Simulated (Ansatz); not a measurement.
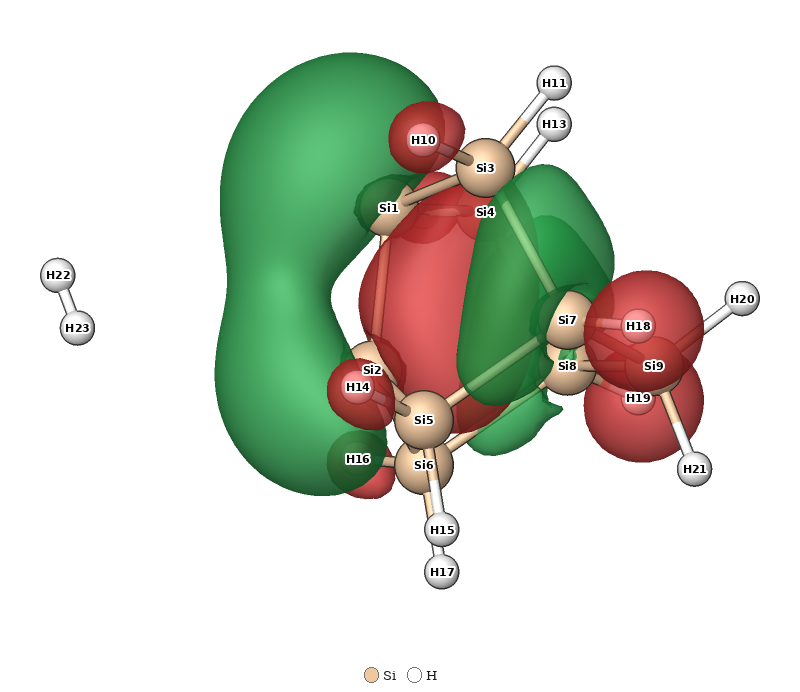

*H14Si9. The HOMO at ±0.06 Å⁻³ᐟ² (green and red are the two phases), seen from one side.*

At this geometry the atoms fall into two loosely joined parts.

Level of theory: Ansatz 0.2.0, DFT PBE, Gaussian basis def2-SVP.

Input

```
crystal:
  periodic: [false, false, false]
  atoms:
    - { symbol: Si, position_ang: [0.72994064, 0.0, -0.0876789] }
    - { symbol: Si, position_ang: [2.94062026, 0.0, -0.46662488] }
    - { symbol: Si, position_ang: [0.15442844, 1.93773789, -1.30908145] }
    - { symbol: Si, position_ang: [0.15442844, -1.93773789, -1.30908145] }
    - { symbol: Si, position_ang: [3.72328899, 2.00701038, -1.37665377] }
    - { symbol: Si, position_ang: [3.72328899, -2.00701038, -1.37665377] }
    - { symbol: Si, position_ang: [1.90543077, 2.039963, -2.90891695] }
    - { symbol: Si, position_ang: [1.90543077, -2.039963, -2.90891695] }
    - { symbol: Si, position_ang: [1.93172735, 0.0, -4.1283975] }
    - { symbol: H, position_ang: [0.14751992, 3.18097535, -0.45420282] }
    - { symbol: H, position_ang: [-1.21718161, 1.79104096, -1.9225997] }
    - { symbol: H, position_ang: [0.14751992, -3.18097535, -0.45420282] }
    - { symbol: H, position_ang: [-1.21718162, -1.79104096, -1.92259969] }
    - { symbol: H, position_ang: [3.68342001, 3.17517079, -0.4261874] }
    - { symbol: H, position_ang: [5.09610959, 1.89418556, -1.98570173] }
    - { symbol: H, position_ang: [3.68342001, -3.17517078, -0.4261874] }
    - { symbol: H, position_ang: [5.09610959, -1.89418556, -1.98570174] }
    - { symbol: H, position_ang: [1.91440111, 3.18783753, -3.90346898] }
    - { symbol: H, position_ang: [1.91440111, -3.18783753, -3.90346898] }
    - { symbol: H, position_ang: [0.74026414, 0.0, -5.05774383] }
    - { symbol: H, position_ang: [3.16572919, 0.0, -5.00168727] }
    - { symbol: H, position_ang: [2.23029693, 0.0, 2.85] }
    - { symbol: H, position_ang: [2.88029693, 0.0, 2.5] }
basis:
  gaussian: { orbitals: def2-SVP }
hamiltonian:
  xc: pbe
relax:
  f_tol: 0.03
  max_steps: 25
output:
  orbitals: {}
```

Command:

```sh
ansatz run input.yaml --threads 4 --pin off --max-ram 10240MiB --backend cpu --events-out ev --progress --plain --runs-dir out
```

The fields are those of the relaxed geometry.

**Where does this orbital lie, and at what energy?**

By Hirshfeld shares it lies mainly on Si1 (about 40 %) and Si2 (about 25 %). Its energy is −5.16 eV.
